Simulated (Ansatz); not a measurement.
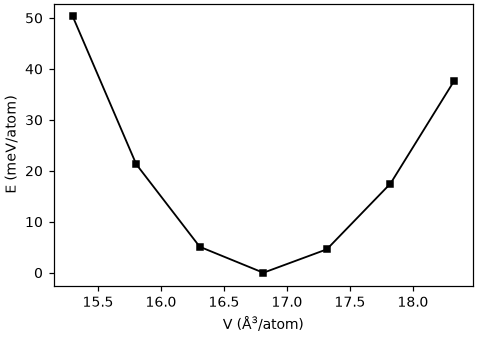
*TiAl in space group R-3m (No. 166; Al on 3a, Ti on 3b) under volume change, PBE in the plane-wave PAW code Ansatz, shape and atoms relaxed at each volume.*

Task: What does a third-order Birch–Murnaghan fit give for V₀, B₀ and B′?

Result: V₀ = 16.81 Å³/atom, B₀ = 102 GPa, B′ = 3.8.

A made-up cell: these elements were put on the sites of a structure type; neither database checked (COD, Materials Project) lists it. It is not the phase usual at ambient conditions (space group No. 123). The cell was relaxed with PBE under the symmetry of its start; its stability against distortions is not shown here. No spin polarisation was allowed.

Potentials: the later of the program's two PAW sets.
